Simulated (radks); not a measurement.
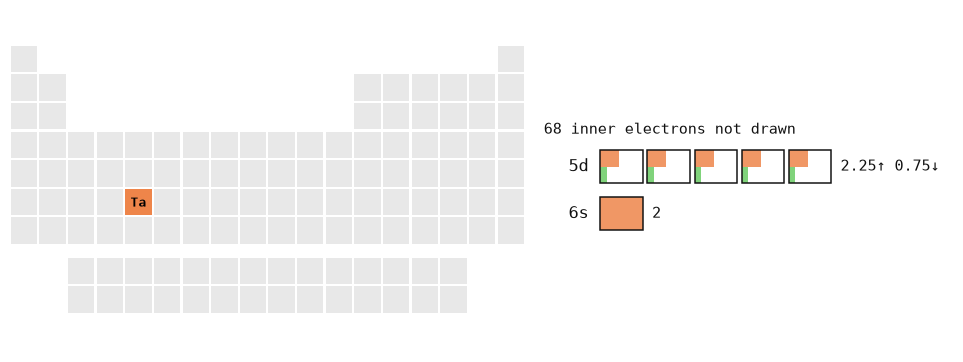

Fig. 1: Left, the place of tantalum in the periodic table; right, the outer shells as the input fills them: a box for each of the 2l + 1 orbitals, shaded by the share of the shell that is filled, up spin in the upper half and down spin in the lower, with the electron count at the right.

# Run report: Ta, atomic calculation

- system: the neutral tantalum atom in the configuration [Xe] 4f14 5d3 6s2 (5d: 2.25 up, 0.75 down).
- method: non-relativistic Kohn-Sham, LDA (Slater exchange, Perdew-Wang correlation), spin-polarised, spherical densities, point nucleus (the in-house radial solver radks)

Log:
```
1s      1   1.0000       -2275.36974884
2s      1   1.0000        -372.82801956
2p      1   3.0000        -357.24742281
3s      1   1.0000         -84.65704021
3p      1   3.0000         -77.43952869
3d      1   5.0000         -63.94137287
4s      1   1.0000         -16.71237520
4p      1   3.0000         -13.71891466
4d      1   5.0000          -8.26519298
4f      1   7.0000          -1.19991123
5s      1   1.0000          -2.23324155
5p      1   3.0000          -1.38758622
5d      1   2.2500          -0.19502728
6s      1   1.0000          -0.18160414
1s      2   1.0000       -2275.36972132
2s      2   1.0000        -372.82586997
2p      2   3.0000        -357.24571395
3s      2   1.0000         -84.65619644
3p      2   3.0000         -77.43866487
3d      2   5.0000         -63.93999204
4s      2   1.0000         -16.71054072
4p      2   3.0000         -13.71694959
4d      2   5.0000          -8.26274458
4f      2   7.0000          -1.19501812
5s      2   1.0000          -2.21051854
5p      2   3.0000          -1.36161654
5d      2   0.7500          -0.16676523
6s      2   1.0000          -0.16688500
Etot -14795.86410875527
Ekin 14790.388705615125
Encl -35243.565586991026
Eh 5949.453289846324
Exc -292.1405172256924
err 1.2851471463163283e-08
it 15
```

Orbitals:

```tsv
orbital	occupation	energy (eV)	⟨r⟩ (bohr)	outer maximum (bohr)
1s up	1	−61916.0	0.02077	0.0138
1s down	1	−61916.0	0.02077	0.0138
2s up	1	−10145.2	0.08778	0.0751
2s down	1	−10145.1	0.08778	0.0751
2p up	3	−9721.2	0.07425	0.0583
2p down	3	−9721.2	0.07425	0.0583
3s up	1	−2303.6	0.2234	0.207
3s down	1	−2303.6	0.2234	0.207
3p up	3	−2107.2	0.2133	0.195
3p down	3	−2107.2	0.2133	0.195
3d up	5	−1739.9	0.1872	0.154
3d down	5	−1739.9	0.1872	0.154
4s up	1	−454.767	0.4993	0.466
4s down	1	−454.717	0.4993	0.466
4p up	3	−373.311	0.5070	0.467
4p down	3	−373.257	0.5070	0.467
4d up	5	−224.907	0.5257	0.464
4d down	5	−224.841	0.5256	0.464
5s up	1	−60.770	1.205	1.08
5s down	1	−60.151	1.202	1.08
5p up	3	−37.758	1.343	1.17
5p down	3	−37.051	1.340	1.16
4f up	7	−32.651	0.6186	0.433
4f down	7	−32.518	0.6170	0.433
5d up	2.25	−5.307	2.112	1.55
6s up	1	−4.942	3.566	3.01
6s down	1	−4.541	3.666	3.07
5d down	0.75	−4.538	2.156	1.55
```

Slater integrals of the outer shells (hartree):

```csv
integral,value
"F0(6s,6s)",0.2532
"F0(6s,5d)",0.2998
"G2(6s,5d)",0.0749
"F0(6s,4f)",0.3355
"G3(6s,4f)",0.0079
"F0(5d,5d)",0.4329
"F2(5d,5d)",0.2162
"F4(5d,5d)",0.1399
"F0(5d,4f)",0.5763
"F2(5d,4f)",0.1198
"F4(5d,4f)",0.0545
"G1(5d,4f)",0.0448
"G3(5d,4f)",0.0386
"G5(5d,4f)",0.0299
"F0(4f,4f)",1.4945
"F2(4f,4f)",0.7200
"F4(4f,4f)",0.4538
"F6(4f,4f)",0.3270
```

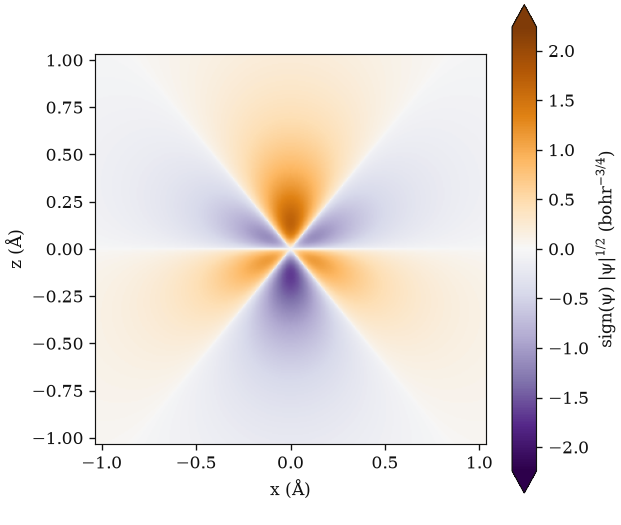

Fig. 2: The 4f(z³) orbital of down spin. In the xz plane through the nucleus, the colour gives the signed square root of ψ. (1 bohr = 0.529 Å.) The radial function comes from the spherical calculation and is multiplied by a real spherical harmonic; the overall sign is chosen so that the largest lobe of P(r) is positive. It has the nodal plane xy and two cones about z and no radial node. The maximum of P² lies at 0.433 bohr, ⟨r⟩ = 0.617 bohr, 90 % of the charge lies within 1.02 bohr, and the eigenvalue is −32.5 eV, with 7 electrons in the shell for this spin.

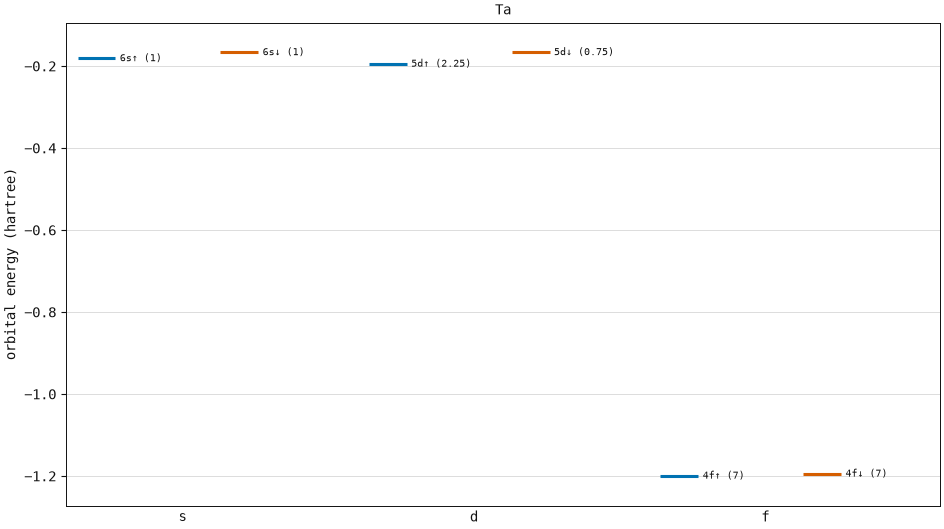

Fig. 3: The outer levels are drawn by angular momentum (occupations in brackets, up spins at the left of each column and down spins at the right). The highest occupied level is 5d down at −0.167 hartree. From the top down the occupied levels run 5d down (−0.167 hartree), 6s down (−0.167 hartree), 6s up (−0.182 hartree), 5d up (−0.195 hartree), 4f down (−1.20 hartree), 4f up (−1.20 hartree). The largest exchange splitting (down less up) among the shells drawn in both spins is that of 5d, 0.0283 hartree.

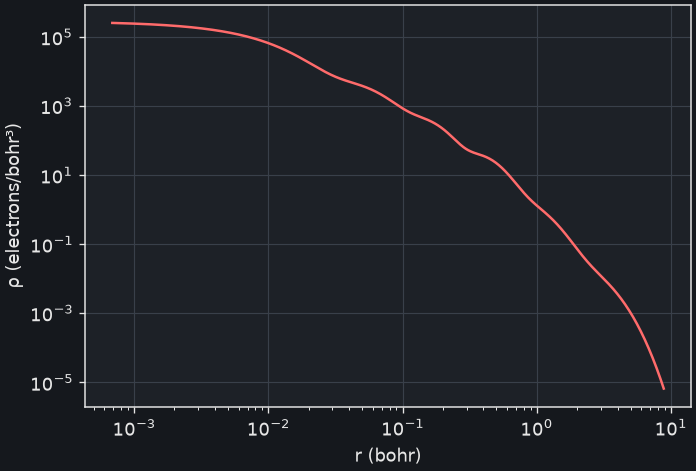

Fig. 4: The electron density ρ(r) on a logarithmic scale. The density falls from 250000 electrons/bohr³ at the inner end (r = 0.00069 bohr) to 0.001 at r = 5.01 bohr, a common measure of the size of an atom or ion. At the nucleus d ln ρ/dr is −150 per bohr, near the cusp value −2Z = −146. The steps in the slope mark the shells; the radial density has its minima at 0.027, 0.11 and 0.31 bohr.

Input:
```
Z 73
configuration [Xe] 4f14 5d2.25 5d0.75 6s2
relativity non-relativistic
functional lda,pw
spin polarised
nucleus point
```

Energies in input and log are in hartree, lengths in bohr.

Results in brief:

- outcome: converged
- total energy: −14795.8641 hartree
- kinetic energy: 14790.3887 hartree
- electron–nucleus energy: −35243.5656 hartree
- Hartree energy: 5949.4533 hartree
- exchange–correlation energy: −292.140517 hartree
- radius at density 0.001 e/bohr³: 5.01 bohr
- SCF iterations: 15
- hardware: 1 CPU thread, shared host

Notes:

Relativity is left out, which matters for an atom this heavy.
